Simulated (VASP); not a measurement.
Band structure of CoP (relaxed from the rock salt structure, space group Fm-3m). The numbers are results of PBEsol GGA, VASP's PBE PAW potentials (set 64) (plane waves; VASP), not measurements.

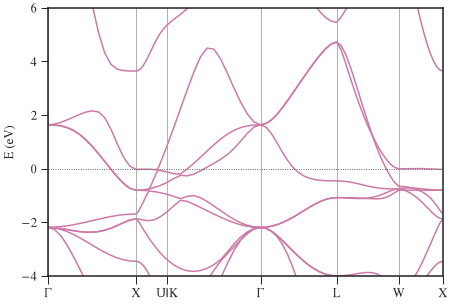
*Bands along high-symmetry lines, zero at the valence-band maximum or, without a gap, the Fermi level*

Task: Read the plot: is there a gap, and where are the band edges?

Result: It has no gap at this level: it comes out as a metal or semimetal. (Edges off the drawn lines would not show.)

The structure was generated: CoP was put into the rock salt type (Fm-3m), which need not be its known phase. It was relaxed first, which changed the volume by -26 %. The run is not spin-polarised, so no magnetic state was tried.
